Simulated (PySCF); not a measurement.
```csv
atom,x (Å),y (Å),z (Å)
O,0.8435,-0.5854,-1.1075
S,0.1621,-0.0410,0.0179
O,0.7258,0.1790,1.3071
F,-1.1813,-0.8432,0.2017
F,-0.5437,1.2920,-0.4374
```

Geometry: PBE0-D3(BJ)/def2-SVP.

Computed with wB97X-D/def2-SVPD, SCF density, gas phase (PySCF).

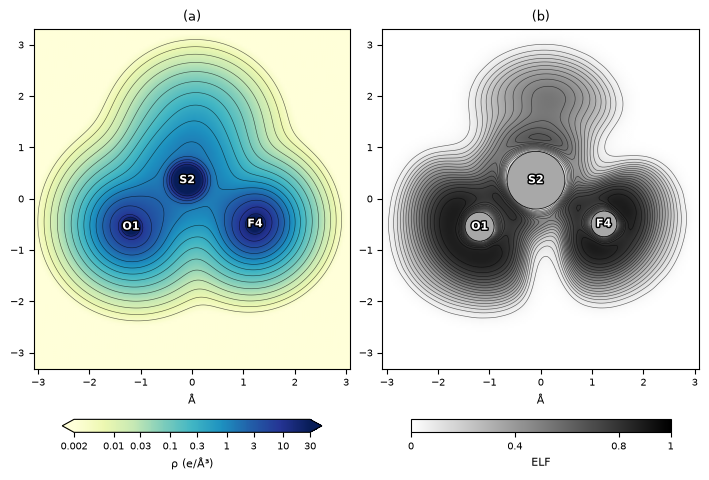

F$_{2}$O$_{2}$S (SMILES O=S(=O)(F)F). (a) electron density; (b) ELF on the plane of atoms O1, S2 and F4. Grey discs cover the atomic cores in the ELF map.

Question: Interpret the plot.

Answer: Atoms in the plane: O, S and F.
S–O (1.42 Å): the density is about 2.4 e/Å³ at the midpoint; the ELF peaks at about 0.80 between the atoms; a polar covalent bond.
S–F (1.58 Å): the density is about 1.6 e/Å³ at the midpoint; the ELF peaks at about 0.80 between the atoms; a shared but strongly polarised pair.
The ELF also peaks beside O1 and F4, away from the bonds: lone-pair regions.
